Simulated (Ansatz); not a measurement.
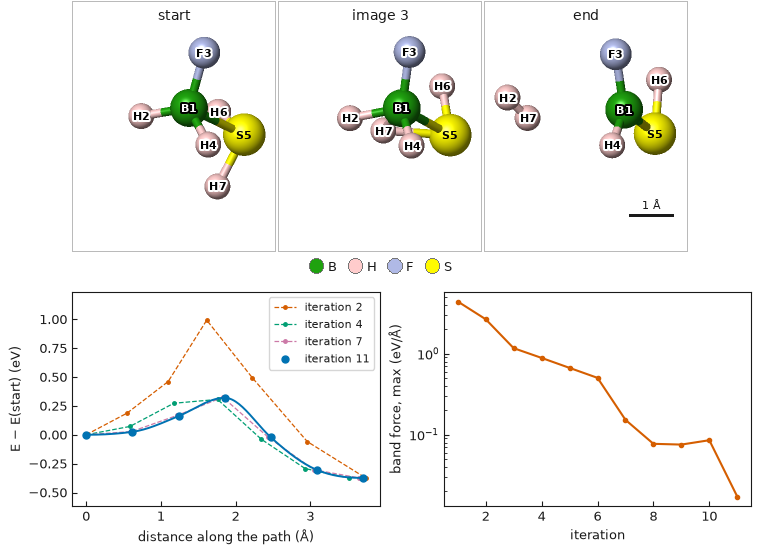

A search for the minimum-energy path of BH4SF by the nudged elastic band. Images are numbered from 0 (start) to 6 (end). The plot follows the band through its iterations. The picture is a ball-and-stick view, seen from a free direction.

Level of theory: RKS LDA/def2-SVP in Ansatz 0.2.0.

The input:
```yaml
crystal:
  periodic: [false, false, false]
  atoms:
    - { symbol: B, position_ang: [0.122105, -0.004646, 0.081759] }
    - { symbol: H, position_ang: [0.260813, -0.679037, 1.101677] }
    - { symbol: F, position_ang: [1.157836, 0.006758, -0.78623] }
    - { symbol: H, position_ang: [-1.009743, 0.111202, -0.3973] }
    - { symbol: S, position_ang: [0.112402, 1.983538, 0.915781] }
    - { symbol: H, position_ang: [1.106961, 1.944312, 1.856946] }
    - { symbol: H, position_ang: [-0.847574, 1.703073, 1.845467] }
basis:
  gaussian: { orbitals: def2-SVP }
hamiltonian:
  xc: lda
neb:
  order_check: false
  images: 5
  f_tol: 0.03
  max_iterations: 60
  final_atoms:
    - { symbol: B, position_ang: [0.12297345, 0.80409021, -0.18981046] }
    - { symbol: H, position_ang: [-0.4695807, -0.83114112, 2.03832656] }
    - { symbol: F, position_ang: [1.17576906, 0.00730981, -0.17670911] }
    - { symbol: H, position_ang: [-0.89503005, 0.46303046, -0.76597397] }
    - { symbol: S, position_ang: [0.17147665, 2.41224773, 0.5879361] }
    - { symbol: H, position_ang: [1.44812863, 2.27841282, 1.06085685] }
    - { symbol: H, position_ang: [-0.65093704, -0.06874991, 2.06347403] }
  initial_path:
    images:
      - { positions_ang: [[0.122105, -0.004646, 0.081759], [0.260813, -0.679037, 1.101677], [1.157836, 0.006758, -0.78623], [-1.009743, 0.111202, -0.3973], [0.112402, 1.983538, 0.915781], [1.106961, 1.944312, 1.856946], [-0.847574, 1.703073, 1.845467]] }
      - { positions_ang: [[0.06990421, 0.00760531, 0.04575055], [0.16676898, -0.46211588, 1.23861567], [1.13922302, 0.00872312, -0.75658503], [-1.02957053, 0.10623604, -0.46832178], [0.12580656, 2.01366041, 0.85832365], [0.97704726, 1.97641564, 1.91263204], [-0.54637951, 1.41467536, 1.78768491]] }
      - { positions_ang: [[0.01770343, 0.01985662, 0.00974209], [0.07272496, -0.24519475, 1.37555434], [1.12061004, 0.01068825, -0.72694006], [-1.04939805, 0.10127008, -0.53934356], [0.13921112, 2.04378282, 0.80086629], [0.84713353, 2.00851928, 1.96831808], [-0.24518502, 1.12627771, 1.72990282]] }
      - { positions_ang: [[-0.03449736, 0.03210793, -0.02626636], [-0.02131907, -0.02827363, 1.51249301], [1.10199706, 0.01265337, -0.6972951], [-1.06922558, 0.09630411, -0.61036534], [0.15261568, 2.07390524, 0.74340894], [0.71721979, 2.04062292, 2.02400412], [0.05600947, 0.83788007, 1.67212073]] }
      - { positions_ang: [[0.01799291, 0.28943536, -0.08078106], [-0.17073961, -0.29589613, 1.68777086], [1.12658773, 0.01087218, -0.52376643], [-1.0111604, 0.21854623, -0.66223489], [0.15890267, 2.18668607, 0.69158466], [0.96085607, 2.11988622, 1.70295503], [-0.17963936, 0.53567007, 1.80257183]] }
      - { positions_ang: [[0.07048318, 0.54676279, -0.13529576], [-0.32016015, -0.56351863, 1.86304871], [1.15117839, 0.009091, -0.35023777], [-0.95309522, 0.34078834, -0.71410443], [0.16518966, 2.2994669, 0.63976038], [1.20449235, 2.19914952, 1.38190594], [-0.4152882, 0.23346008, 1.93302293]] }
      - { positions_ang: [[0.12297345, 0.80409021, -0.18981046], [-0.4695807, -0.83114112, 2.03832656], [1.17576906, 0.00730981, -0.17670911], [-0.89503005, 0.46303046, -0.76597397], [0.17147665, 2.41224773, 0.5879361], [1.44812863, 2.27841282, 1.06085685], [-0.65093704, -0.06874991, 2.06347403]] }
```

Launched with:
```bash
ansatz run input.yaml --threads 1 --pin off --max-ram 2048MiB --backend cpu --events-out ev --progress --plain --runs-dir out
```

> Did the band converge, and can the barrier be trusted?

The result is final at these settings. The band converged in 11 iterations. The largest component of the band force went from 4.4 to 0.017 eV/Å. The climbing image converged on the top of the path. Its vibrational analysis gives one imaginary mode (510i cm⁻¹), as a transition state must have. The first iteration put the highest image at 2.66 eV. The highest point, image 3, lies 0.32 eV above the start and 0.69 eV above the end; the end is at −0.37 eV relative to the start.
